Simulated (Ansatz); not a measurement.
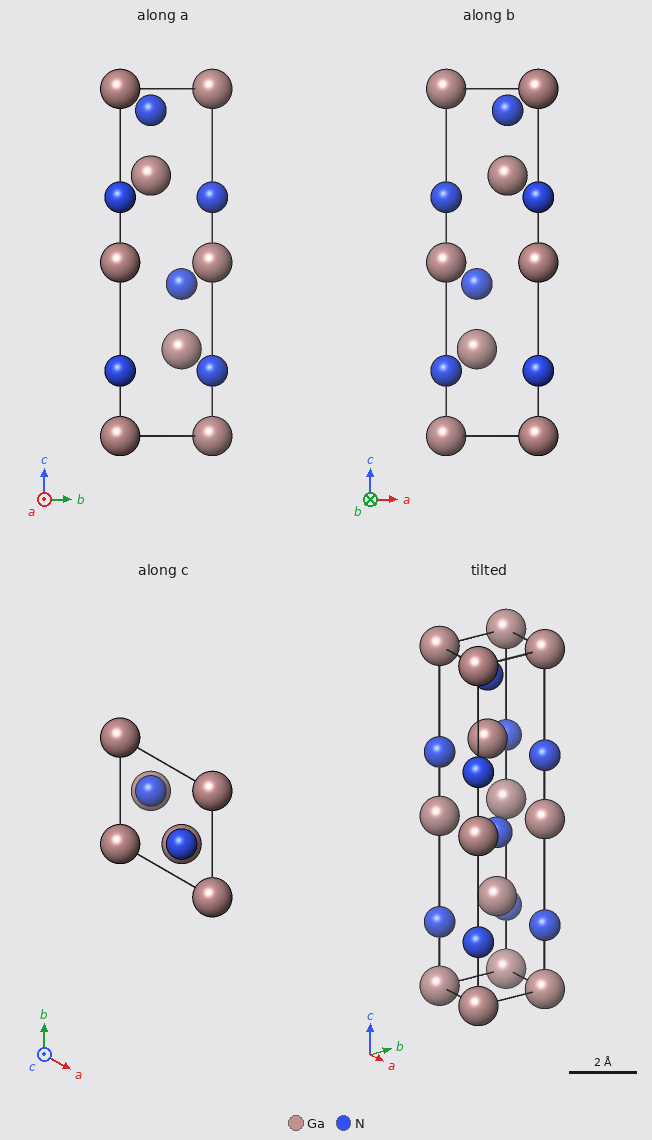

The image is a spheres-only drawing of a crystal, viewed along the a axis, along the b axis, along the c axis and slightly off an axis. One conventional unit cell is outlined, and atoms on its boundary appear in each equivalent place.

Lattice parameters: a = 3.217 Å, b = 3.217 Å, c = 10.495 Å, α = 90.00°, β = 90.00°, γ = 120.00°.

From the views, write a table of Wyckoff sites, with free fractional coordinates to two decimals.

Space group P6_3mc (No. 186).
| atom | site | x | y | z |
| --- | --- | --- | --- | --- |
| Ga | 2a | 0.00 | 0.00 | 0.00 |
| Ga | 2b | 0.3333 | 0.6667 | 0.25 |
| N | 2a | 0.00 | 0.00 | 0.19 |
| N | 2b | 0.3333 | 0.6667 | 0.44 |

Origin of the cell: a structure type filled with these elements by a generator (whether the compound takes this form wasn't checked). The picture shows the end point of a geometry optimisation with DFT, PBE, plane waves, PAW in Ansatz 0.2.0.
